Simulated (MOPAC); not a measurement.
**Geometry relaxation of C$_{2}$HCl$_{2}$F$_{3}$**

The run: geometry relaxation of C$_{2}$HCl$_{2}$F$_{3}$ (2,2-Dichloro-1,1,1-trifluoroethane). Method and program: RM1, RHF (MOPAC 23.2.5).

The geometry comes from this level: PBE0-D4/def2-TZVP.

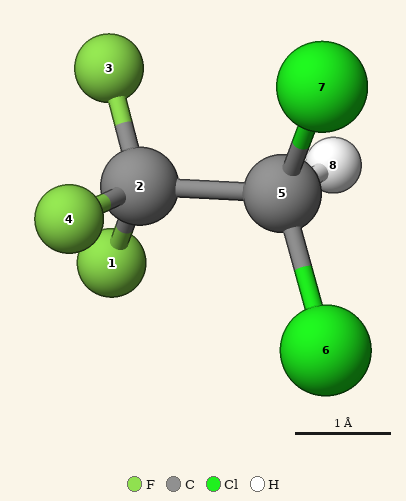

The structure as given in the input (ball-and-stick view, seen at a tilt; atoms are numbered from 1 in the order of the input). Bond lengths as drawn: C–C 1.53 Å, C–Cl 1.76 Å, C–F 1.32 to 1.33 Å and C–H 1.09 Å.

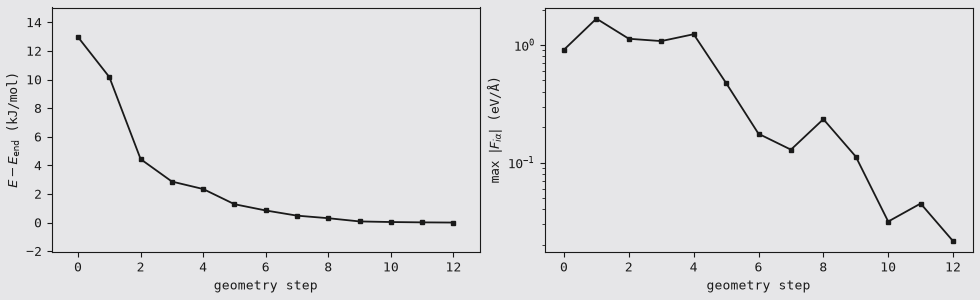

Progress of the relaxation, step by step (steps are counted from 0).

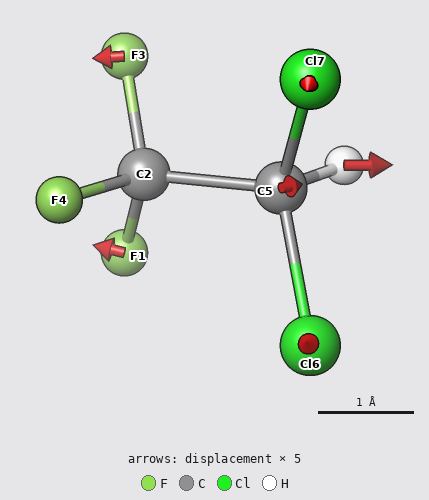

The starting structure with the displacements as red arrows, magnified 5 times (ball-and-stick view, seen at a tilt). The two geometries are laid on each other by the best rigid fit. The energy falls by 13.0 kJ/mol in 12 geometry steps. The largest force component goes from 0.91 to 0.022 eV/Å. The atom that moves furthest after the best rigid fit is H8 (0.11 Å). Largest moves by element: H 0.11 Å, F 0.07 Å, C 0.06 Å, Cl 0.05 Å. Among the contacts that change: C2–C5 1.533 → 1.562 Å, C5–H8 1.088 → 1.113 Å, C5–Cl6 1.757 → 1.773 Å, C2–F4 1.325 → 1.336 Å. Among the angles that change: C2–C5–H8 107.9° → 112.1°, Cl6–C5–Cl7 112.2° → 108.3°, F1–C2–C5 109.7° → 112.2°. (Atoms are counted from 1 in the order of the input.)

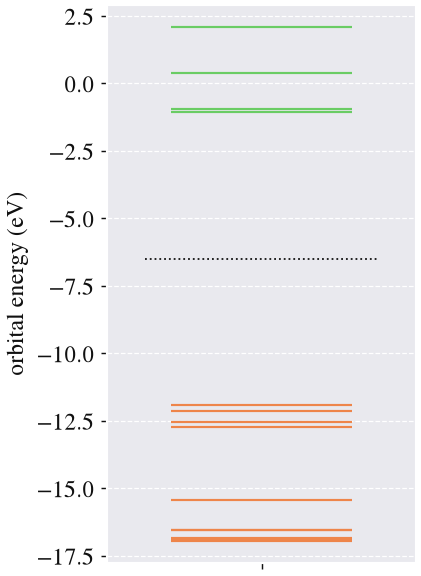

Orbital energies near the frontier; the dotted line parts filled from empty levels, and levels within 0.02 eV of each other stand side by side. Highest filled −11.91 eV, lowest empty −1.06 eV, 10.85 eV apart.

These pictures come from the run below.

The input (job.mop)
```
RM1 EF DISP GNORM=2 CYCLES=400 AUX(PRECISION=9) THREADS=1
RM1 optimise

F     -0.219880 1    -1.335100 1     1.156620 1
C      0.179750 1    -0.765020 1     0.020570 1
F      1.491790 1    -0.966290 1    -0.095440 1
F     -0.429870 1    -1.366410 1    -0.989900 1
C     -0.109700 1     0.739490 1     0.067610 1
Cl    -1.826720 1     1.018760 1     0.311060 1
Cl     0.489820 1     1.517250 1    -1.388840 1
H      0.424790 1     1.157290 1     0.918320 1
```

Run as:
```bash
mopac job.mop
```

What the program printed
```
MOPAC v23.2.5
RM1 CALCULATION RESULTS

 *  RM1        - The RM1 Hamiltonian to be used
 *  EF         - USE EF ROUTINE FOR MINIMUM SEARCH
 *  THREADS=1  - MULTI-THREADING NOT USED
 *  CYCLES=    - DO A MAXIMUM OF 400 STEPS
 *  GNORM      - EXIT WHEN GRADIENT NORM DROPS BELOW 2.000
 *  AUX        - OUTPUT AUXILIARY INFORMATION
 *  DISP       - PRINT DISPERSION AND HYDROGEN BOND ENERGIES
RM1 EF DISP GNORM=2 CYCLES=400 AUX(PRECISION=9) THREADS=1
 RM1 optimise

   ATOM   CHEMICAL          X               Y               Z
  NUMBER   SYMBOL      (ANGSTROMS)     (ANGSTROMS)     (ANGSTROMS)

     1       F         -0.21988000  *  -1.33510000  *   1.15662000  *
     2       C          0.17975000  *  -0.76502000  *   0.02057000  *
     3       F          1.49179000  *  -0.96629000  *  -0.09544000  *
     4       F         -0.42987000  *  -1.36641000  *  -0.98990000  *
     5       C         -0.10970000  *   0.73949000  *   0.06761000  *
     6      Cl         -1.82672000  *   1.01876000  *   0.31106000  *
     7      Cl          0.48982000  *   1.51725000  *  -1.38884000  *
     8       H          0.42479000  *   1.15729000  *   0.91832000  *

          CARTESIAN COORDINATES

    NO.       ATOM           X           Y           Z

     1         F         -0.2199     -1.3351      1.1566
     2         C          0.1798     -0.7650      0.0206
     3         F          1.4918     -0.9663     -0.0954
     4         F         -0.4299     -1.3664     -0.9899
     5         C         -0.1097      0.7395      0.0676
     6        Cl         -1.8267      1.0188      0.3111
     7        Cl          0.4898      1.5172     -1.3888
     8         H          0.4248      1.1573      0.9183

           Empirical Formula: C2 H F3 Cl2  =     8 atoms

      MOLECULAR POINT GROUP   :   Cs

      RHF CALCULATION, NO. OF DOUBLY OCCUPIED LEVELS = 22

          Geometry optimization using EF

          DIAGONAL MATRIX USED AS START HESSIAN

 CYCLE:     1 TIME:   0.008 TIME LEFT:  2.00D  GRAD.:    53.127 HEAT: -173.9456
 CYCLE:     2 TIME:   0.006 TIME LEFT:  2.00D  GRAD.:    80.592 HEAT: -174.6126
 CYCLE:     3 TIME:   0.004 TIME LEFT:  2.00D  GRAD.:    50.523 HEAT: -175.9838
 CYCLE:     4 TIME:   0.006 TIME LEFT:  2.00D  GRAD.:    40.112 HEAT: -176.3590
 CYCLE:     5 TIME:   0.005 TIME LEFT:  2.00D  GRAD.:    42.270 HEAT: -176.4838
 CYCLE:     6 TIME:   0.006 TIME LEFT:  2.00D  GRAD.:    22.767 HEAT: -176.7377
 CYCLE:     7 TIME:   0.005 TIME LEFT:  2.00D  GRAD.:     9.993 HEAT: -176.8423
 CYCLE:     8 TIME:   0.003 TIME LEFT:  2.00D  GRAD.:     6.484 HEAT: -176.9287
 CYCLE:     9 TIME:   0.003 TIME LEFT:  2.00D  GRAD.:    11.046 HEAT: -176.9716
 CYCLE:    10 TIME:   0.004 TIME LEFT:  2.00D  GRAD.:     4.831 HEAT: -177.0254
 CYCLE:    11 TIME:   0.004 TIME LEFT:  2.00D  GRAD.:     2.094 HEAT: -177.0353
 CYCLE:    12 TIME:   0.004 TIME LEFT:  2.00D  GRAD.:     2.057 HEAT: -177.0410
 CYCLE:    13 TIME:   0.003 TIME LEFT:  2.00D  GRAD.:     1.157 HEAT: -177.0442

     GRADIENT =  1.15653 IS LESS THAN CUTOFF =  2.00000

 -------------------------------------------------------------------------------
 RM1 EF DISP GNORM=2 CYCLES=400 AUX(PRECISION=9) THREADS=1
 RM1 optimise

     GEOMETRY OPTIMISED USING EIGENVECTOR FOLLOWING (EF).
     SCF FIELD WAS ACHIEVED

                              RM1 CALCULATION

          FINAL HEAT OF FORMATION =       -177.04417 KCAL/MOL =    -740.75282 KJ/MOL

          TOTAL ENERGY            =     -57562.63391 KCAL/MOL = ELECTRONIC ENERGY + CORE-CORE REPULSION
          ENERGY OF ATOMS         =      57385.58973 KCAL/MOL
                              SUM =       -177.04417 KCAL/MOL
          DISPERSION ENERGY       =          0.00000 KCAL/MOL
                              SUM =       -177.04417 KCAL/MOL = FINAL HEAT OF FORMATION

          TOTAL ENERGY            =      -2496.15206 EV
          ELECTRONIC ENERGY       =      -7154.83424 EV
          CORE-CORE REPULSION     =       4658.68218 EV
          COSMO AREA              =        132.91 SQUARE ANGSTROMS
          COSMO VOLUME            =        127.53 CUBIC ANGSTROMS

          GRADIENT NORM           =          1.15653          =       0.40890 PER ATOM
          IONIZATION POTENTIAL    =         11.914494 EV
          HOMO LUMO ENERGIES (EV) =        -11.914 -1.057
          NO. OF FILLED LEVELS    =         22
          MOLECULAR WEIGHT        =        152.9311         POINT GROUP:  Cs

          MOLECULAR DIMENSIONS (Angstroms)

            Atom       Atom       Distance
           Cl     7    F     1     3.93067
           Cl     6    F     3     3.86014
            F     4    H     8     3.20981

          SCF CALCULATIONS        =         18

          WALL-CLOCK TIME         =      0.073 SECONDS
          COMPUTATION TIME        =      0.051 SECONDS

   ATOM   CHEMICAL          X               Y               Z
  NUMBER   SYMBOL      (ANGSTROMS)     (ANGSTROMS)     (ANGSTROMS)

     1       F         -0.19654580  *  -1.39158771  *   1.14983770  *
     2       C          0.18924551  *  -0.75032607  *   0.03867479  *
     3       F          1.49290182  *  -1.02420001  *  -0.09937506  *
     4       F         -0.42852935  *  -1.36131830  *  -0.97562378  *
     5       C         -0.08493741  *   0.78567571  *   0.11883853  *
     6      Cl         -1.83410831  *   1.03522877  *   0.26897636  *
     7      Cl          0.45600190  *   1.52794430  *  -1.39981208  *
     8       H          0.43896243  *   1.26059119  *   0.97819084  *

                             CARTESIAN COORDINATES

   1    F       -0.196545804    -1.391587713     1.149837697
   2    C        0.189245514    -0.750326073     0.038674792
   3    F        1.492901820    -1.024200010    -0.099375065
   4    F       -0.428529353    -1.361318299    -0.975623780
   5    C       -0.084937407     0.785675714     0.118838531
   6   Cl       -1.834108309     1.035228775     0.268976356
   7   Cl        0.456001896     1.527944298    -1.399812079
   8    H        0.438962428     1.260591193     0.978190845

           Empirical Formula: C2 H F3 Cl2  =     8 atoms

      MOLECULAR POINT GROUP   :   Cs

                  EIGENVALUES
 -45.03424 -42.06953 -42.06147 -41.84965 -41.56127 -31.39242 -25.57862 -21.44288
 -21.42813 -20.58507 -17.71112 -17.67796 -16.95440 -16.88406 -16.84061 -16.55714
 -16.53298 -15.44208 -12.70906 -12.54165 -12.11803 -11.91449  -1.05654  -0.93393
   0.40532   2.09830   3.13679   3.23947   3.36960

              NET ATOMIC CHARGES AND DIPOLE CONTRIBUTIONS

  ATOM NO.   TYPE          CHARGE      No. of ELECS.   s-Pop       p-Pop
    1          F          -0.200397        7.2004     1.91770     5.28270
    2          C           0.581467        3.4185     1.14586     2.27267
    3          F          -0.200018        7.2000     1.91757     5.28245
    4          F          -0.185753        7.1858     1.91643     5.26932
    5          C           0.034111        3.9659     1.21269     2.75320
    6         Cl          -0.098735        7.0987     1.99416     5.10457
    7         Cl          -0.099783        7.0998     1.99420     5.10558
    8          H           0.169107        0.8309     0.83089
 DIPOLE           X         Y         Z       TOTAL
 POINT-CHG.     0.660     1.372     1.325     2.018
 HYBRID        -0.127     0.005    -0.174     0.215
 SUM            0.533     1.377     1.151     1.872

          ATOMIC ORBITAL ELECTRON POPULATIONS

     Atom    s        px        py        pz
    1  F   1.91770   1.91649   1.82113   1.54509
    2  C   1.14586   0.71542   0.84333   0.71392
    3  F   1.91757   1.38357   1.93956   1.95932
    4  F   1.91643   1.83350   1.82857   1.60724
    5  C   1.21269   0.87077   0.93882   0.94360
    6 Cl   1.99416   1.16263   1.96675   1.97519
    7 Cl   1.99420   1.89859   1.83623   1.37076
    8  H   0.83089

 *                    *
 * JOB ENDED NORMALLY *
 *                    *

 TOTAL JOB TIME:             0.08 SECONDS

 == MOPAC DONE ==
```

Trajectory as extended XYZ (Å, eV, eV/Å), 13 frames, from step=0 to step=12
```
8
Properties=species:S:1:pos:R:3:forces:R:3 step=0 energy=-7.54299
F    -0.2199   -1.3351    1.1566    0.0289  -0.8111   0.2528
C     0.1797   -0.7650    0.0206   -0.1535   0.6629  -0.0185
F     1.4918   -0.9663   -0.0954    0.4422  -0.7239  -0.0561
F    -0.4299   -1.3664   -0.9899   -0.1420  -0.8314  -0.4399
C    -0.1097    0.7395    0.0676   -0.1823   0.9128   0.0203
Cl   -1.8267    1.0188    0.3111   -0.3125   0.0466  -0.2273
Cl    0.4898    1.5172   -1.3888   -0.1412   0.0838  -0.3533
H     0.4248    1.1573    0.9183    0.4604   0.6603   0.8221
8
Properties=species:S:1:pos:R:3:forces:R:3 step=1 energy=-7.57192
F    -0.2179   -1.3563    1.1722    0.5799   0.4294  -1.6714
C     0.1779   -0.7436    0.0229   -0.3475  -1.6773  -0.2208
F     1.5008   -0.9841   -0.0950   -1.1079  -0.1981   0.0830
F    -0.4314   -1.3874   -1.0063    0.9406   0.6267   1.5915
C    -0.1121    0.7680    0.0727    0.3313   0.3204   0.5763
Cl   -1.8309    1.0232    0.3094   -0.2482   0.0867  -0.2143
Cl    0.4881    1.5244   -1.3978   -0.1645   0.0626  -0.1382
H     0.4332    1.1769    0.9576    0.0163   0.3496  -0.0061
8
Properties=species:S:1:pos:R:3:forces:R:3 step=2 energy=-7.63138
F    -0.2100   -1.3651    1.1384   -0.1361  -0.3866   0.6019
C     0.1734   -0.7553    0.0190    1.1310   0.8270   0.1971
F     1.4973   -1.0003   -0.0920   -0.7593   0.0218  -0.0378
F    -0.4229   -1.3928   -0.9737   -0.3046  -0.3522  -0.7881
C    -0.1107    0.7943    0.0920    0.5220  -0.4456   0.3415
Cl   -1.8365    1.0272    0.3038   -0.1292   0.1146  -0.1666
Cl    0.4850    1.5307   -1.4068   -0.1978  -0.0028   0.1381
H     0.4401    1.1972    0.9834   -0.1259   0.2237  -0.2861
8
Properties=species:S:1:pos:R:3:forces:R:3 step=3 energy=-7.64765
F    -0.2075   -1.3683    1.1414   -0.0730  -0.2398   0.2754
C     0.1872   -0.7496    0.0232   -1.0804   0.1492  -0.1738
F     1.4836   -0.9998   -0.0939    0.9903  -0.2765  -0.1747
F    -0.4222   -1.3956   -0.9798    0.1455   0.2532   0.1203
C    -0.1020    0.7876    0.1080    0.0860  -0.2851  -0.3035
Cl   -1.8380    1.0306    0.2983   -0.0092   0.0535  -0.1340
Cl    0.4812    1.5307   -1.4077   -0.1902  -0.0382   0.1900
H     0.4387    1.2042    0.9735    0.1310   0.3836   0.2004
8
Properties=species:S:1:pos:R:3:forces:R:3 step=4 energy=-7.65306
F    -0.2069   -1.3744    1.1540    0.3363   0.3855  -0.8589
C     0.1805   -0.7423    0.0175    0.0405  -0.6856   1.2361
F     1.4895   -1.0044   -0.1037   -0.0504  -0.0693   0.0239
F    -0.4200   -1.3896   -0.9746   -0.2467  -0.1133  -0.3695
C    -0.0958    0.7761    0.1050    0.0024   0.2942  -0.0027
Cl   -1.8389    1.0343    0.2892    0.0242   0.0148  -0.1004
Cl    0.4760    1.5307   -1.3996   -0.1152   0.0025   0.0417
H     0.4394    1.2175    0.9741    0.0089   0.1711   0.0296
8
Properties=species:S:1:pos:R:3:forces:R:3 step=5 energy=-7.66407
F    -0.2047   -1.3721    1.1489    0.0183  -0.1383   0.0717
C     0.1777   -0.7460    0.0302    0.4712  -0.4420  -0.3369
F     1.4928   -1.0060   -0.1042   -0.4753   0.0033   0.0880
F    -0.4216   -1.3901   -0.9783    0.0589   0.1874   0.1611
C    -0.0953    0.7774    0.1038    0.0453   0.2450   0.1169
Cl   -1.8387    1.0353    0.2881    0.0135   0.0171  -0.0969
Cl    0.4742    1.5304   -1.3986   -0.1056  -0.0165   0.0329
H     0.4400    1.2211    0.9752   -0.0262   0.1440  -0.0366
8
Properties=species:S:1:pos:R:3:forces:R:3 step=6 energy=-7.66861
F    -0.2033   -1.3730    1.1490   -0.0100  -0.1760   0.1094
C     0.1823   -0.7531    0.0282   -0.0794   0.1710  -0.0484
F     1.4890   -1.0062   -0.1028    0.1703  -0.1359   0.0019
F    -0.4219   -1.3885   -0.9777   -0.0610   0.0287  -0.0529
C    -0.0952    0.7825    0.1050    0.0708  -0.0461   0.0661
Cl   -1.8383    1.0356    0.2867    0.0155   0.0120  -0.0892
Cl    0.4728    1.5304   -1.3982   -0.0943  -0.0047   0.0177
H     0.4401    1.2236    0.9752   -0.0119   0.1511  -0.0047
8
Properties=species:S:1:pos:R:3:forces:R:3 step=7 energy=-7.67236
F    -0.2013   -1.3788    1.1508    0.0494  -0.0320  -0.0898
C     0.1827   -0.7517    0.0296    0.0444  -0.0103   0.1271
F     1.4904   -1.0111   -0.1041   -0.0007  -0.0657   0.0300
F    -0.4221   -1.3856   -0.9767   -0.0721   0.0545  -0.0377
C    -0.0922    0.7836    0.1105    0.0060  -0.0640  -0.0396
Cl   -1.8382    1.0375    0.2812    0.0282  -0.0012  -0.0583
Cl    0.4685    1.5310   -1.3979   -0.0686  -0.0103   0.0161
H     0.4404    1.2335    0.9749    0.0135   0.1290   0.0521
8
Properties=species:S:1:pos:R:3:forces:R:3 step=8 energy=-7.67421
F    -0.1980   -1.3859    1.1512    0.0481   0.0594  -0.1337
C     0.1858   -0.7501    0.0334   -0.0803  -0.1759   0.1080
F     1.4904   -1.0171   -0.1029    0.0953  -0.0437   0.0146
F    -0.4236   -1.3790   -0.9753   -0.0413   0.0637   0.0037
C    -0.0885    0.7809    0.1098    0.0707   0.1844   0.2343
Cl   -1.8371    1.0400    0.2750    0.0379  -0.0305  -0.0338
Cl    0.4619    1.5314   -1.3964   -0.0219  -0.0099  -0.0293
H     0.4412    1.2488    0.9795   -0.1085  -0.0475  -0.1638
8
Properties=species:S:1:pos:R:3:forces:R:3 step=9 energy=-7.67655
F    -0.1944   -1.3913    1.1494   -0.0484  -0.0274   0.0519
C     0.1869   -0.7518    0.0368    0.1126  -0.0226  -0.0383
F     1.4929   -1.0238   -0.0998   -0.0724   0.0235  -0.0167
F    -0.4265   -1.3715   -0.9756    0.0080   0.0795   0.0352
C    -0.0857    0.7840    0.1203   -0.0181   0.0180  -0.0746
Cl   -1.8354    1.0406    0.2686    0.0207  -0.0349   0.0109
Cl    0.4558    1.5314   -1.3982    0.0010  -0.0316   0.0051
H     0.4407    1.2604    0.9759   -0.0036  -0.0044   0.0266
8
Properties=species:S:1:pos:R:3:forces:R:3 step=10 energy=-7.67698
F    -0.1955   -1.3921    1.1512    0.0034   0.0167  -0.0264
C     0.1880   -0.7522    0.0386    0.0306   0.0147  -0.0109
F     1.4926   -1.0236   -0.1020   -0.0221   0.0005   0.0194
F    -0.4267   -1.3678   -0.9749   -0.0217   0.0277   0.0124
C    -0.0855    0.7849    0.1180   -0.0056  -0.0190  -0.0050
Cl   -1.8349    1.0391    0.2678    0.0058  -0.0301   0.0088
Cl    0.4558    1.5304   -1.3972    0.0104  -0.0161  -0.0299
H     0.4400    1.2599    0.9749   -0.0010   0.0057   0.0316
8
Properties=species:S:1:pos:R:3:forces:R:3 step=11 energy=-7.67722
F    -0.1962   -1.3921    1.1502    0.0034   0.0226  -0.0203
C     0.1890   -0.7510    0.0383   -0.0449   0.0043   0.0278
F     1.4925   -1.0237   -0.1003    0.0433  -0.0093  -0.0033
F    -0.4276   -1.3648   -0.9748   -0.0143   0.0106  -0.0151
C    -0.0856    0.7851    0.1184    0.0209   0.0094   0.0127
Cl   -1.8345    1.0372    0.2687   -0.0017  -0.0222   0.0054
Cl    0.4561    1.5295   -1.3990    0.0037  -0.0181  -0.0017
H     0.4395    1.2596    0.9772   -0.0103   0.0028  -0.0054
8
Properties=species:S:1:pos:R:3:forces:R:3 step=12 energy=-7.67736
F    -0.1965   -1.3916    1.1498   -0.0047   0.0092  -0.0094
C     0.1892   -0.7503    0.0387   -0.0207   0.0100   0.0087
F     1.4929   -1.0242   -0.0994    0.0103  -0.0061  -0.0097
F    -0.4285   -1.3613   -0.9756    0.0035   0.0001  -0.0020
C    -0.0849    0.7857    0.1188    0.0215   0.0085   0.0151
Cl   -1.8341    1.0352    0.2690   -0.0085  -0.0145   0.0057
Cl    0.4560    1.5279   -1.3998    0.0049  -0.0118   0.0035
H     0.4390    1.2606    0.9782   -0.0063   0.0047  -0.0119
```

Key numbers

```json
{"quantity": "outcome", "value": "converged"}
{"quantity": "total energy", "value": "−91.731896 hartree"}
{"quantity": "dispersion energy", "value": "0.000000 hartree"}
{"quantity": "heat of formation", "value": "−177.04 kcal/mol"}
{"quantity": "basis functions", "value": "29"}
{"quantity": "largest force", "value": "0.028 eV/Å"}
{"quantity": "HOMO", "value": "−11.91 eV"}
{"quantity": "LUMO", "value": "−1.06 eV"}
{"quantity": "dipole moment", "value": "1.87 D"}
{"quantity": "hardware", "value": "1 thread of Arm Neoverse N1, 16 GiB of memory available, shared host"}
{"quantity": "peak memory", "value": "0.11 GiB"}
```

Remarks

MOPAC's energies along a path are heats of formation.
